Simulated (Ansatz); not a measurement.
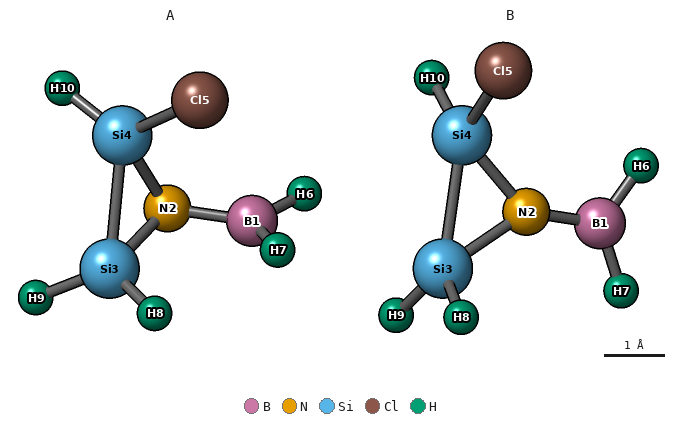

Two geometries of BSi2NH5Cl (coarse preliminary run), drawn at one scale. One is the start of a relaxation, the other its converged end. The picture is a ball-and-stick view, seen face on.

Computed with RKS PBE-D4/def2-SVP (Ansatz 0.2.0). (force threshold 0.03 eV/Å; at most 200 steps)

Q: Which of the two is the end point?

A: Structure B is the relaxed one. The start comes from a force field. The atom that moves furthest after the best rigid fit is H7 (1.67 Å). Largest moves by element: H 1.67 Å, Cl 0.81 Å, N 0.78 Å, B 0.28 Å, Si 0.26 Å. Among the contacts that change: B1–Si3 2.658 → 3.043 Å, Si4–H10 1.393 → 1.497 Å, Si3–H8 1.400 → 1.501 Å, Si4–Cl5 2.163 → 2.077 Å. Among the angles between lasting bonds that change: B1–N2–Si3 108.5° → 140.4°, B1–N2–Si4 112.2° → 141.7°, Cl5–Si4–H10 125.0° → 108.1°. After 14 accepted moves (16 points after the start) the energy has fallen by 36.2 kcal/mol. Largest force component: 3.2 eV/Å at the start, 0.013 eV/Å at the end. The line search rejected the trial steps at points 9, 12 of the run. The run took 23 s on 4 threads of Arm Neoverse V1, on a shared host.
